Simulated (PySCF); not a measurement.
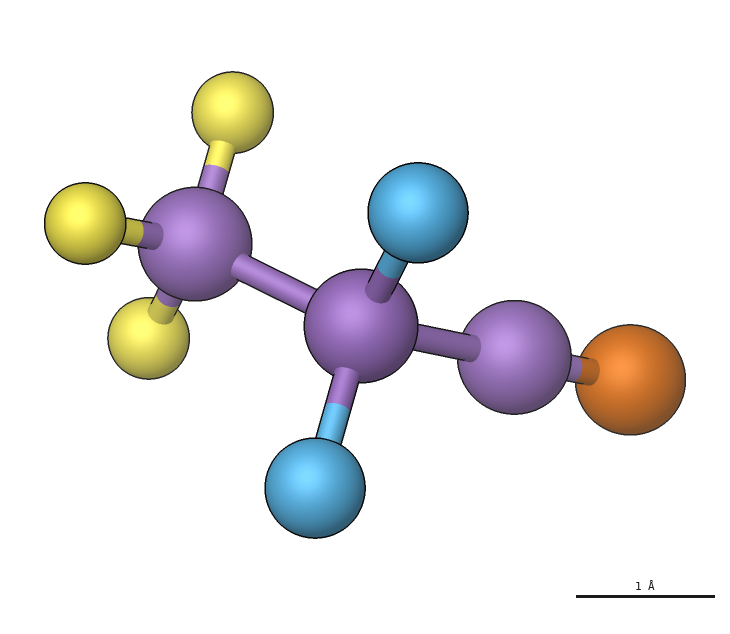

Colours: carbon purple, fluorine blue, nitrogen orange, hydrogen yellow.

Computed geometry: GFN2-xTB optimisation. No frequency run is at hand to confirm it as a minimum.

Identify the structure.

It has 9 atoms: 3 carbon, 3 hydrogen, 2 fluorine and 1 nitrogen (C3H3F2N). As SMILES it reads `CC(F)(F)C#N`. It has no ring. Among its groups: nitrile, C–F bond. The point group is Cs. Coordination: 2 C tetrahedral; 1 C linear.

More results for the same structure follow; atom numbers are the same in all pictures, views and colours differ.

Shape

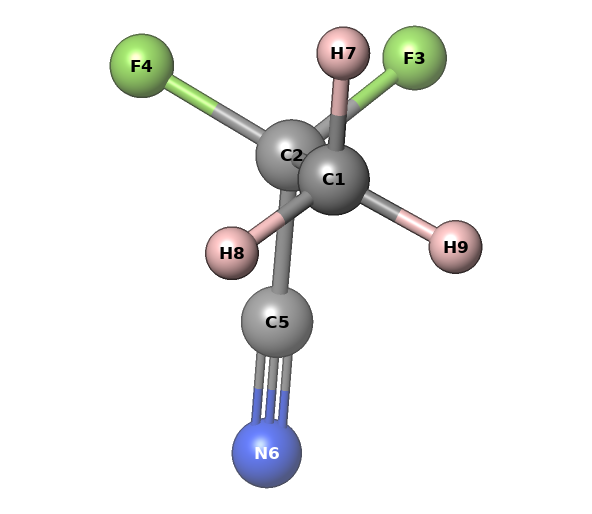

C2 lies behind C1. The molecule seen a little off the C1–C2 bond, C1 in front. Depth is shown by fading: the farther an atom, the more it takes the colour of the background. No frequency run is at hand to confirm it as a minimum.

Question: What is the torsion angle H7–C1–C2–F3? The sign is positive where the front bond must turn clockwise to cover the back bond.

Answer: 58°, synclinal (gauche). The bonds about C1–C2 are staggered.

Core levels

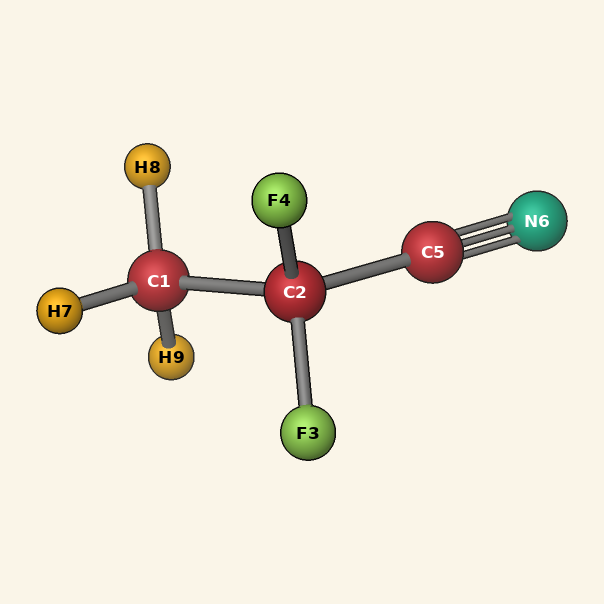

No frequency run is at hand to confirm it as a minimum. Properties computed with delta-SCF UKS SCAN, pcX-2 on the ionised atom, pcseg-1 elsewhere, spin-free X2C (PySCF 2.14.0).

Give the core-electron binding energies (to vacuum) of C1 1s, C2 1s, F3 1s, C5 1s, N6 1s.

| atom | level | binding energy (eV) |
| --- | --- | --- |
| C1 | 1s | 292.2 |
| C2 | 1s | 297.5 |
| F3 | 1s | 693.9 |
| C5 | 1s | 293.2 |
| N6 | 1s | 406.3 |

Excitation

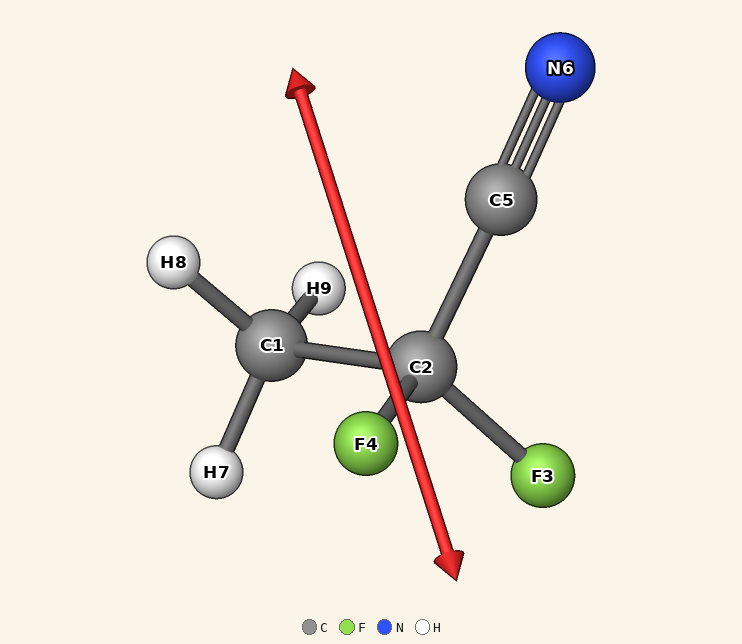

The double arrow shows the direction of the transition dipole to excited singlet state 7 (its length means nothing). No frequency run is at hand to confirm it as a minimum. Method: TDDFT CAM-B3LYP/def2-SVPD, vertical, gas phase, core orbitals frozen in the response (PySCF 2.14.0).

Question: Where does the transition lie, and how strong is it?

Answer: 9.88 eV (125 nm), oscillator strength 0.032, of mixed character, with the largest part HOMO → LUMO+2 (weight 0.39); transition dipole 0.93 D.

Polarisability

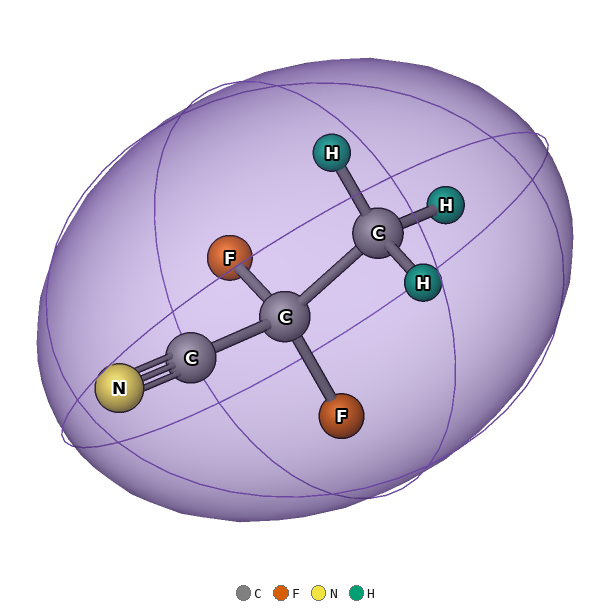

The ellipsoid shows the static dipole polarisability: its half-axes are proportional to the principal values. No frequency run is at hand to confirm it as a minimum. Level of theory: CAM-B3LYP/def2-SVPD (PySCF 2.14.0).

Question: How large and how anisotropic is the polarisability?

Answer: Principal values 36.2, 37.9, 50.5 bohr³; mean 41.5 bohr³ (6.15 Å³); anisotropy 13.5 bohr³, so the longest axis is 1.40 times the shortest.
